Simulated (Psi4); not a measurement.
# Run report: BCl, geometry relaxation (part 2 of 2)

BCl, SMILES [B]Cl; TPSS/cc-pVTZ, RKS, dispersion D4 (Psi4 1.11). The atoms were displaced at random from an optimised geometry.

Geometry of the input (Å):
```
B  0.1349  -0.1625  -0.1219
Cl -0.0528  -0.0687  1.5775
```

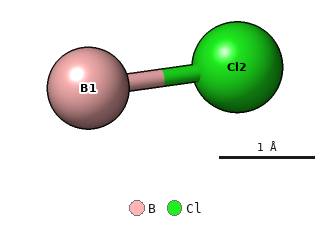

Fig. 1: The geometry at step 1 of the log (ball-and-stick view, seen at a tilt; atoms are numbered from 1 in the order of the input).

## Output, continued
```
   -------------------------------------------------------
    Irrep   Nso     Nmo     Nalpha   Nbeta   Ndocc  Nsocc
   -------------------------------------------------------
     A         64      64      11      11      11       0
   -------------------------------------------------------
    Total      64      64      11      11      11       0
   -------------------------------------------------------

  ==> Iterations <==

                           Total Energy        Delta E     RMS |[F,P]|

   @DF-RKS iter   0:  -485.03164701169612   -4.85032e+02   5.35906e-04
   @DF-RKS iter   1:  -485.03710164646100   -5.45463e-03   1.80813e-04 DIIS/ADIIS
   @DF-RKS iter   2:  -485.03683109614627    2.70550e-04   3.76378e-04 DIIS/ADIIS
   @DF-RKS iter   3:  -485.03719893192221   -3.67836e-04   3.42934e-05 DIIS
   @DF-RKS iter   4:  -485.03720155196316   -2.62004e-06   8.85585e-06 DIIS
   @DF-RKS iter   5:  -485.03720179491842   -2.42955e-07   3.41886e-07 DIIS
   @DF-RKS iter   6:  -485.03720179520377   -2.85354e-10   8.37323e-08 DIIS
   @DF-RKS iter   7:  -485.03720179522412   -2.03499e-11   6.40026e-09 DIIS
  Energy and wave function converged.

  ==> Post-Iterations <==

   Electrons on quadrature grid:
      Ntotal   =   22.0000014670 ; deviation = 1.467e-06

    Final Occupation by Irrep:
              A
    DOCC [    11 ]
    NA   [    11 ]
    NB   [    11 ]

  @DF-RKS Final Energy:  -485.03720179522412

   => Energetics <=

    Nuclear Repulsion Energy =             26.0355426795311651
    One-Electron Energy =                -719.1221538577838146
    Two-Electron Energy =                 240.2621960283526619
    DFT Exchange-Correlation Energy =     -32.2114794460065568
    Empirical Dispersion Energy =          -0.0013071993176528
    VV10 Nonlocal Energy =                  0.0000000000000000
    Total Energy =                       -485.0372017952241208

Computation Completed

Properties will be evaluated at   0.000000,   0.000000,   0.000000 [a0]

Properties computed using the SCF density matrix

 Multipole Moments:

 ------------------------------------------------------------------------------------
     Multipole            Electronic (a.u.)      Nuclear  (a.u.)        Total (a.u.)
 ------------------------------------------------------------------------------------

 L = 1.  Multiply by 2.5417464519 to convert [e a0] to [Debye]
 Dipole X            :          0.0000000           -0.0000000            0.0000000
 Dipole Y            :          0.0000000           -0.0000000            0.0000000
 Dipole Z            :         -0.2361185            0.8743742            0.6382557
 Magnitude           :                                                    0.6382557

 ------------------------------------------------------------------------------------

	total time  =          3 seconds =       0.05 minutes

         ------------------------------------------------------------
                                   SCF GRAD
         ------------------------------------------------------------

  ==> Geometry <==

    Molecular point group: c1
    Full point group: C_inf_v

    Geometry (in Bohr), charge = 0, multiplicity = 1:

       Center              X                  Y                   Z               Mass
    ------------   -----------------  -----------------  -----------------  -----------------
         B            0.000000000000     0.000000000000    -2.483030796064    11.009305360000
         CL          -0.000000000000    -0.000000000000     0.781736950330    34.968852682000

  Nuclear repulsion =   26.035542679531165

   => Molecular Quadrature <=

    Radial Scheme          =       TREUTLER
    Pruning Scheme         =           NONE
    Nuclear Scheme         =       TREUTLER

    Blocking Scheme        =         OCTREE
    BS radius alpha        =              1
    Pruning alpha          =              1
    Radial Points          =             75
    Spherical Points       =            302
    Total Points           =          42714
    Total Blocks           =            402
    Max Points             =            254
    Max Functions          =             64
    Weights Tolerance      =       1.00E-15

  -Total Gradient:
     Atom            X                  Y                   Z
    ------   -----------------  -----------------  -----------------
       1        0.000000000000     0.000000000000     0.003510659256
       2       -0.000000000000    -0.000000000000    -0.003462455617

	total time  =          1 seconds =       0.02 minutes

    			-----------------------------------------

    			 OPTKING 3.0: for geometry optimizations

    			        with contributions from

    			-----------------------------------------

	                            ===> Fragment 1 <==

	 Z (Atomic Numbers)          Masses                          Geom
	       5.000000            11.009305          0.00000000  0.00000000 -2.48303080
	      17.000000            34.968853         -0.00000000 -0.00000000  0.78173695

	 - Coordinate -           - BOHR/RAD -       - ANG/DEG -
	 R(1,2)           =         3.264768           1.727641

	        --- Internal Coordinate Step in ANG or DEG, aJ/ANG or AJ/DEG ---
	-------------------------------------------------------------------------------
	           Coordinate      Previous         Force          Change          New
	           ----------      --------        ------          ------        ------
	               R(1,2)       1.72764        0.02872        0.00822       1.73586
	-------------------------------------------------------------------------------

	                                 ==> Convergence Check <==

	Measures of convergence in internal coordinates in au.

	Criteria marked as inactive (o), active & met (*), and active & unmet ( ).

	----------------------------------------------------------------------------------------------
	   Step    Total Energy     Delta E     Max Force     RMS Force      Max Disp      RMS Disp
	----------------------------------------------------------------------------------------------
	  Convergence Criteria     1.00e-06 *    3.00e-04 *             o    1.20e-03 *             o
	----------------------------------------------------------------------------------------------
	     2    -485.03720180   -1.94e-04      3.49e-03      3.49e-03 o    1.55e-02      1.55e-02 o  ~
	----------------------------------------------------------------------------------------------

Next Geometry in Ang
	Fragment 1 (Ang)

	    B   0.0000000000   0.0000000000  -1.3180754022
	   Cl  -0.0000000000  -0.0000000000   0.4177894704

    Structure for next step:
    Molecular point group: c1
    Full point group: C_inf_v

    Geometry (in Bohr), charge = 0, multiplicity = 1:

    B            0.000000000000     0.000000000000    -2.494850904195
    CL          -0.000000000000    -0.000000000000     0.785458295750

gradient() will perform analytic gradient computation.

  ==> Geometry <==

    Molecular point group: c1
    Full point group: C_inf_v

    Geometry (in Bohr), charge = 0, multiplicity = 1:

       Center              X                  Y                   Z               Mass
    ------------   -----------------  -----------------  -----------------  -----------------
         B            0.000000000000     0.000000000000    -2.494850904195    11.009305360000
         CL          -0.000000000000    -0.000000000000     0.785458295750    34.968852682000

  Running in c1 symmetry.

  Rotational constants: A = ************  B =      0.66815  C =      0.66815 [cm^-1]
  Rotational constants: A = ************  B =  20030.67744  C =  20030.67744 [MHz]
  Nuclear repulsion =   25.912191448726450

  Charge       = 0
  Multiplicity = 1
  Electrons    = 22
  Nalpha       = 11
  Nbeta        = 11

   => Molecular Quadrature <=

    Radial Scheme          =       TREUTLER
    Pruning Scheme         =           NONE
    Nuclear Scheme         =       TREUTLER

    Blocking Scheme        =         OCTREE
    BS radius alpha        =              1
    Pruning alpha          =              1
    Radial Points          =             75
    Spherical Points       =            302
    Total Points           =          42714
    Total Blocks           =            403
    Max Points             =            255
    Max Functions          =             64
    Weights Tolerance      =       1.00E-15

   => Auxiliary Basis Set <=

  Basis Set: (CC-PVTZ AUX)
    Blend: CC-PVTZ-JKFIT
    Number of shells: 62
    Number of basis functions: 200
    Number of Cartesian functions: 241
    Spherical Harmonics?: true
    Max angular momentum: 4

  Cached 100.0% of DFT collocation blocks in 0.188 [GiB].

  Minimum eigenvalue in the overlap matrix is 3.5093416827E-03.
  Reciprocal condition number of the overlap matrix is 9.1658546048E-04.
    Using symmetric orthogonalization.

  ==> Iterations <==

                           Total Energy        Delta E     RMS |[F,P]|

   @DF-RKS iter   0:  -485.03421974945559   -4.85034e+02   2.81362e-04
   @DF-RKS iter   1:  -485.03720200331719   -2.98225e-03   9.64515e-05 DIIS
   @DF-RKS iter   2:  -485.03712498851780    7.70148e-05   2.00520e-04 DIIS/ADIIS
   @DF-RKS iter   3:  -485.03722974809972   -1.04760e-04   1.83915e-05 DIIS
   @DF-RKS iter   4:  -485.03723050362174   -7.55522e-07   4.76316e-06 DIIS
   @DF-RKS iter   5:  -485.03723057415516   -7.05334e-08   1.83836e-07 DIIS
   @DF-RKS iter   6:  -485.03723057423986   -8.46967e-11   4.49785e-08 DIIS
   @DF-RKS iter   7:  -485.03723057424509   -5.22959e-12   3.36182e-09 DIIS
  Energy and wave function converged.

  ==> Post-Iterations <==

   Electrons on quadrature grid:
      Ntotal   =   22.0000014333 ; deviation = 1.433e-06

    Orbital Energies [Eh]
    ---------------------

    Doubly Occupied:

       1A   -101.070391     2A     -9.298138     3A     -7.073753
       4A     -7.071046     5A     -7.071046     6A     -6.700512
       7A     -0.825673     8A     -0.469489     9A     -0.355799
      10A     -0.355799    11A     -0.237809

    Virtual:

      12A     -0.101559    13A     -0.101559    14A      0.057183
      15A      0.112983    16A      0.170116    17A      0.170116
      18A      0.205317    19A      0.286439    20A      0.298831
      21A      0.298831    22A      0.313892    23A      0.313892
      24A      0.368413    25A      0.368413    26A      0.480519
      27A      0.480520    28A      0.588354    29A      0.661678
      30A      0.708437    31A      0.708437    32A      0.928074
      33A      1.225979    34A      1.225979    35A      1.341113
      36A      1.581168    37A      1.581171    38A      1.584770
      39A      1.584770    40A      1.647348    41A      1.665816
      42A      1.665816    43A      1.761645    44A      1.761649
      45A      1.856712    46A      1.856752    47A      1.883027
      48A      1.962482    49A      1.962482    50A      2.019232
      51A      2.019232    52A      2.022613    53A      2.022613
      54A      2.170195    55A      2.170195    56A      2.212530
      57A      2.282155    58A      2.282160    59A      2.362557
      60A      2.852076    61A      2.923533    62A      2.923533
      63A      4.468938    64A      5.390980

    Final Occupation by Irrep:
              A
    DOCC [    11 ]
    NA   [    11 ]
    NB   [    11 ]

  @DF-RKS Final Energy:  -485.03723057424509

   => Energetics <=

    Nuclear Repulsion Energy =             25.9121914487264497
    One-Electron Energy =                -718.8927955396331981
    Two-Electron Energy =                 240.1535517610126931
    DFT Exchange-Correlation Energy =     -32.2088711857713506
    Empirical Dispersion Energy =          -0.0013070585797682
    VV10 Nonlocal Energy =                  0.0000000000000000
    Total Energy =                       -485.0372305742450862

Computation Completed

Properties will be evaluated at   0.000000,   0.000000,   0.000000 [a0]

Properties computed using the SCF density matrix

 Multipole Moments:

 ------------------------------------------------------------------------------------
     Multipole            Electronic (a.u.)      Nuclear  (a.u.)        Total (a.u.)
 ------------------------------------------------------------------------------------

 L = 1.  Multiply by 2.5417464519 to convert [e a0] to [Debye]
 Dipole X            :          0.0000000           -0.0000000            0.0000000
 Dipole Y            :          0.0000000           -0.0000000            0.0000000
 Dipole Z            :         -0.2617499            0.8785365            0.6167866
 Magnitude           :                                                    0.6167866

 ------------------------------------------------------------------------------------

	total time  =          4 seconds =       0.07 minutes

         ------------------------------------------------------------
                                   SCF GRAD
         ------------------------------------------------------------

  ==> Geometry <==

    Molecular point group: c1
    Full point group: C_inf_v

    Geometry (in Bohr), charge = 0, multiplicity = 1:

       Center              X                  Y                   Z               Mass
    ------------   -----------------  -----------------  -----------------  -----------------
         B            0.000000000000     0.000000000000    -2.494850904195    11.009305360000
         CL          -0.000000000000    -0.000000000000     0.785458295750    34.968852682000

  Nuclear repulsion =   25.912191448726450

   => Molecular Quadrature <=

    Radial Scheme          =       TREUTLER
    Pruning Scheme         =           NONE
    Nuclear Scheme         =       TREUTLER

    Blocking Scheme        =         OCTREE
    BS radius alpha        =              1
    Pruning alpha          =              1
    Radial Points          =             75
    Spherical Points       =            302
    Total Points           =          42714
    Total Blocks           =            403
    Max Points             =            255
    Max Functions          =             64
    Weights Tolerance      =       1.00E-15

  -Total Gradient:
     Atom            X                  Y                   Z
    ------   -----------------  -----------------  -----------------
       1        0.000000000000     0.000000000000     0.000236726690
       2        0.000000000000    -0.000000000000    -0.000187851931

	total time  =          1 seconds =       0.02 minutes

    			-----------------------------------------

    			 OPTKING 3.0: for geometry optimizations

    			        with contributions from

    			-----------------------------------------

	                            ===> Fragment 1 <==

	 Z (Atomic Numbers)          Masses                          Geom
	       5.000000            11.009305          0.00000000  0.00000000 -2.49485090
	      17.000000            34.968853         -0.00000000 -0.00000000  0.78545830

	 - Coordinate -           - BOHR/RAD -       - ANG/DEG -
	 R(1,2)           =         3.280309           1.735865

	        --- Internal Coordinate Step in ANG or DEG, aJ/ANG or AJ/DEG ---
	-------------------------------------------------------------------------------
	           Coordinate      Previous         Force          Change          New
	           ----------      --------        ------          ------        ------
	               R(1,2)       1.73586        0.00175        0.00051       1.73638
	-------------------------------------------------------------------------------

	                                 ==> Convergence Check <==

	Measures of convergence in internal coordinates in au.

	Criteria marked as inactive (o), active & met (*), and active & unmet ( ).

	----------------------------------------------------------------------------------------------
	   Step    Total Energy     Delta E     Max Force     RMS Force      Max Disp      RMS Disp
	----------------------------------------------------------------------------------------------
	  Convergence Criteria     1.00e-06 *    3.00e-04 *             o    1.20e-03 *             o
	----------------------------------------------------------------------------------------------
	     3    -485.03723057   -2.88e-05      2.12e-04 *    2.12e-04 o    9.67e-04 *    9.67e-04 o  ~
	----------------------------------------------------------------------------------------------

Next Geometry in Ang
	Fragment 1 (Ang)

	    B   0.0000000000   0.0000000000  -1.3204741023
	   Cl  -0.0000000000  -0.0000000000   0.4159024898

    Final optimized geometry and variables:
    Molecular point group: c1
    Full point group: C_inf_v

    Geometry (in Bohr), charge = 0, multiplicity = 1:

    B            0.000000000000     0.000000000000    -2.494850904195
    CL          -0.000000000000    -0.000000000000     0.785458295750

    Psi4 run time: 0:00:17.47

[set-up sections that repeat, and orbital energies of the middle runs, are left out above]
```

## Standard output
```
Optimizer: Optimization complete!
```

## Trajectory as extended XYZ (Å, eV, eV/Å), 3 frames, from step=0 to step=2
```
2
Properties=species:S:1:pos:R:3:forces:R:3 step=0 energy=-13198.52937
B     0.1349   -0.1625   -0.1219    0.0563  -0.0282  -0.5102
Cl   -0.0528   -0.0687    1.5775   -0.0561   0.0281   0.5082
2
Properties=species:S:1:pos:R:3:forces:R:3 step=1 energy=-13198.53464
B     0.1362   -0.1632   -0.1334    0.0198  -0.0099  -0.1792
Cl   -0.0532   -0.0685    1.5812   -0.0195   0.0098   0.1767
2
Properties=species:S:1:pos:R:3:forces:R:3 step=2 energy=-13198.53543
B     0.1369   -0.1635   -0.1397    0.0013  -0.0007  -0.0121
Cl   -0.0534   -0.0684    1.5831   -0.0011   0.0005   0.0096
```

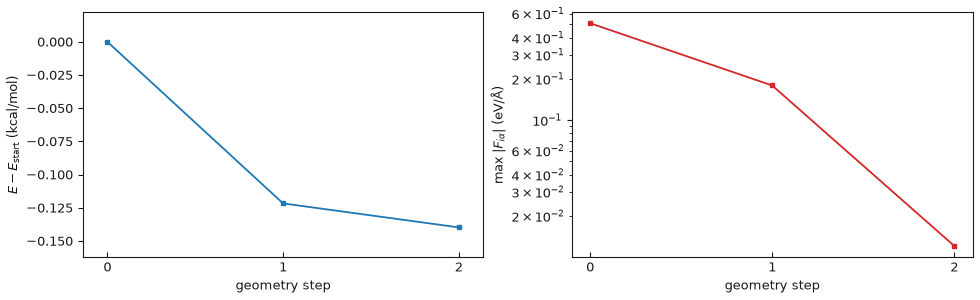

Fig. 2: Progress of the relaxation, step by step (steps are counted from 0). The energy falls by 0.14 kcal/mol in 2 geometry steps. Largest force component: 0.51 eV/Å at the start, 0.012 eV/Å at the end. The largest moves after the best rigid fit, 0.012 Å, are those of B1 and Cl2. By element the largest moves are Cl 0.012 Å, B 0.012 Å. Among the contacts that change: B1–Cl2 1.712 → 1.736 Å. (Atoms are counted from 1 in the order of the input.)

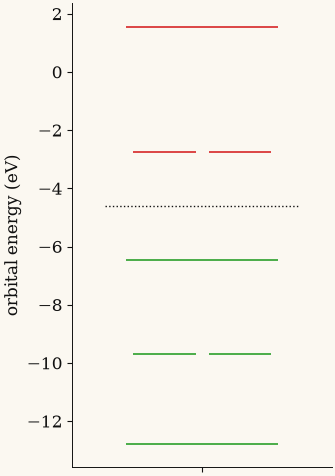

Fig. 3: Orbital energies near the frontier; the dotted line parts filled from empty levels, and levels within 0.02 eV of each other stand side by side. Highest filled −6.47 eV, lowest empty −2.76 eV, 3.71 eV apart.

## Summary

- outcome: converged
- total energy: −485.037231 hartree
- dispersion energy: −0.001307 hartree
- HOMO: −6.47 eV
- LUMO: −2.76 eV
- dipole moment: 1.57 D
- wall time: 20 s
- peak memory: 0.55 GiB
